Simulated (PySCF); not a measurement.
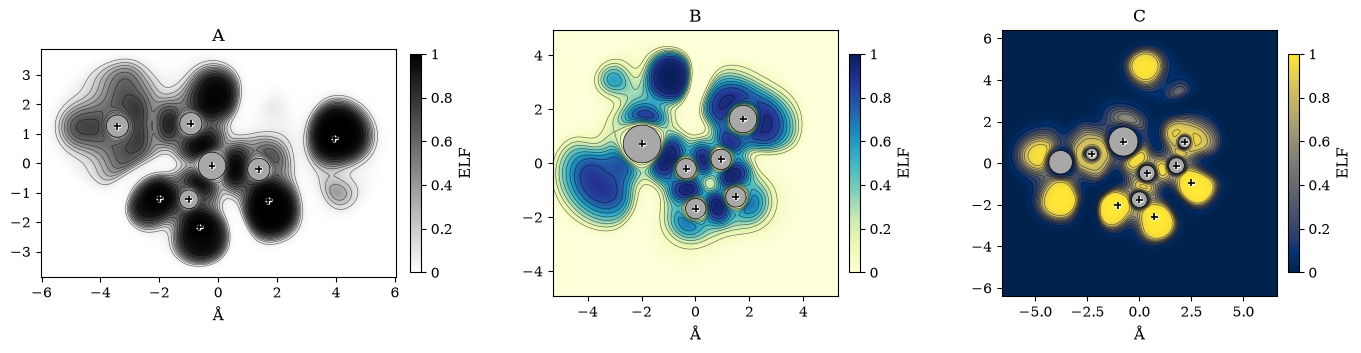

The ELF of 3 systems, each on a plane through atoms (crosses mark nuclei in the plane; grey discs cover the cores).

All numbers below come from PySCF 2.14.0, PBE0/pcSseg-1, SCF density, gas phase, non-relativistic.

System 1: C$_{5}$H$_{8}$Cl$_{2}$Si, the plane of atoms Si2, C4 and C8. Geometry: GFN2-xTB.

```xyz
16

C     2.6064    0.4787    0.1664
Si    1.3430   -0.8653   -0.2740
Cl    1.4761   -2.3991    1.0492
C    -0.3988   -0.1918   -0.1411
C    -0.9859    0.9927   -0.3591
Cl   -0.4151    2.5110   -0.8786
C    -2.3727    0.5632    0.0045
C    -1.7229   -0.8169    0.2703
H     2.4498    0.8555    1.1741
H     3.6235    0.1015    0.1085
H     2.5263    1.3202   -0.5140
H     1.5839   -1.4194   -1.6096
H    -2.7995    1.0551    0.8765
H    -3.0933    0.5878   -0.8109
H    -2.0677   -1.6176   -0.3796
H    -1.7606   -1.1466    1.3058
```

System 2: C$_{4}$H$_{12}$O$_{2}$Si$_{3}$, the plane of atoms C3, C2 and Si5. Geometry: GFN2-xTB.

```yaml
atoms:
  - { symbol: C, position_ang: [-2.0697, -1.3794, -1.3793] }
  - { symbol: C, position_ang: [-1.0995, -1.3801, -0.4656] }
  - { symbol: C, position_ang: [-0.4061, -2.6118, -0.1205] }
  - { symbol: O, position_ang: [0.6075, -2.6352, 0.5386] }
  - { symbol: Si, position_ang: [-0.3929, 0.1341, 0.4408] }
  - { symbol: O, position_ang: [-1.2985, 1.3971, -0.0575] }
  - { symbol: Si, position_ang: [-1.7573, 2.7729, -0.7670] }
  - { symbol: Si, position_ang: [1.8252, 0.4914, -0.0917] }
  - { symbol: C, position_ang: [2.9578, -0.3068, 1.2028] }
  - { symbol: H, position_ang: [-2.5732, -0.4661, -1.6483] }
  - { symbol: H, position_ang: [-2.3819, -2.2772, -1.8952] }
  - { symbol: H, position_ang: [-0.8625, -3.5513, -0.4913] }
  - { symbol: H, position_ang: [-0.8048, -0.0150, 1.8449] }
  - { symbol: H, position_ang: [-2.5018, 3.5166, 0.2451] }
  - { symbol: H, position_ang: [-2.5986, 2.3965, -1.9041] }
  - { symbol: H, position_ang: [-0.5575, 3.4841, -1.2041] }
  - { symbol: H, position_ang: [2.1541, 1.9291, -0.1738] }
  - { symbol: H, position_ang: [2.1815, -0.0520, -1.4181] }
  - { symbol: H, position_ang: [4.0044, -0.1977, 0.9349] }
  - { symbol: H, position_ang: [2.8215, 0.1356, 2.1860] }
  - { symbol: H, position_ang: [2.7433, -1.3678, 1.2849] }
```

System 3: C$_{6}$H$_{17}$BNP, the plane of atoms B4, N5 and H16. Geometry: GFN2-xTB; at this geometry the atoms fall into two loosely joined parts.

```xyz
26

C     3.6986    0.2412    0.2789
C     2.5783   -0.1911   -0.2731
C     1.3062    0.5789   -0.3640
B     0.2442    0.1313    0.7507
N     0.7127   -0.2838    1.9823
P     0.1725   -2.6335   -1.5521
C    -1.3198    0.1616    0.4497
C    -1.8367    1.5424    0.0311
C    -3.3286    1.5236   -0.2803
H     4.5841   -0.3695    0.3419
H     3.7817    1.2374    0.6845
H     2.5276   -1.2008   -0.6705
H     0.8827    0.4430   -1.3607
H     1.5150    1.6441   -0.2389
H     0.1245   -0.5625    2.7498
H     1.6957   -0.3268    2.2006
H     0.9574   -3.7718   -1.6915
H    -0.9971   -3.3718   -1.6748
H     0.1631   -2.7429   -0.1699
H    -1.9049   -0.1799    1.3084
H    -1.5338   -0.5373   -0.3678
H    -1.2895    1.8823   -0.8496
H    -1.6442    2.2573    0.8346
H    -3.5377    0.8314   -1.0932
H    -3.6745    2.5125   -0.5745
H    -3.8985    1.2072    0.5913
```

### Match each panel to its system.

Panel A is system 3, C$_{6}$H$_{17}$BNP: the plane holds C, B, N and H. B–N (1.38 Å): the ELF peaks at about 0.95 between the atoms; a polar covalent bond. Panel B is system 1, C$_{5}$H$_{8}$Cl$_{2}$Si: the plane holds Si, C and Cl. C–C (1.34 Å): the ELF peaks at about 0.90 between the atoms; a short, multiple covalent bond. Panel C is system 2, C$_{4}$H$_{12}$O$_{2}$Si$_{3}$: the plane holds C, O, Si and H. C–O (1.21 Å): the ELF peaks at about 0.85 between the atoms (a multiple bond).
